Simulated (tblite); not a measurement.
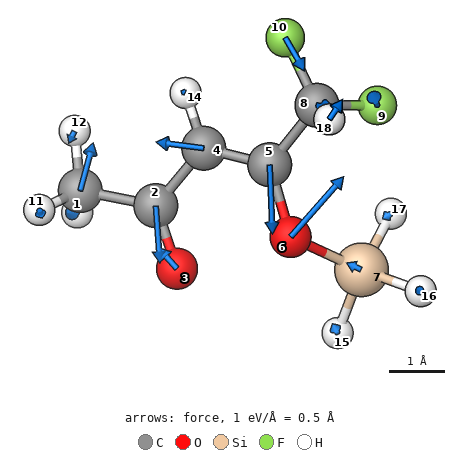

Starting geometry of C₅H₈F₂O₂Si with the computed forces as blue arrows. The picture is a ball-and-stick view, seen at a tilt.

The calculation used GFN2-xTB geometry optimisation, gas phase (tblite 0.8.0). 

Is this structure relaxed? If not, where do the atoms go?

It isn't relaxed: the largest force vector, on an O atom, is 3.03 eV/Å. The final displacements have little in common with the starting forces (cosine between the two patterns 0.24). After 170 geometry steps the energy has fallen by 27.2 kcal/mol. An H atom moves most after the best rigid fit: 1.70 Å. Largest moves by element: H 1.70 Å, F 1.66 Å, O 0.90 Å, Si 0.57 Å, C 0.50 Å. Some distances before and after: O–Si 3.408 → 2.429 Å, C–O 1.390 → 1.299 Å, O–Si 1.724 → 1.682 Å, C–C 1.488 → 1.527 Å. Bond angles that change, for instance: O–Si–H 109.7° → 92.5°, H–Si–H 109.6° → 122.5°, C–O–Si 124.3° → 136.6°. Groups turn about C–O by about 110°, O–Si by about 55°, C–C by about 50°. Cost: 1.6 s on 1 thread of Arm Neoverse V1 (shared host).
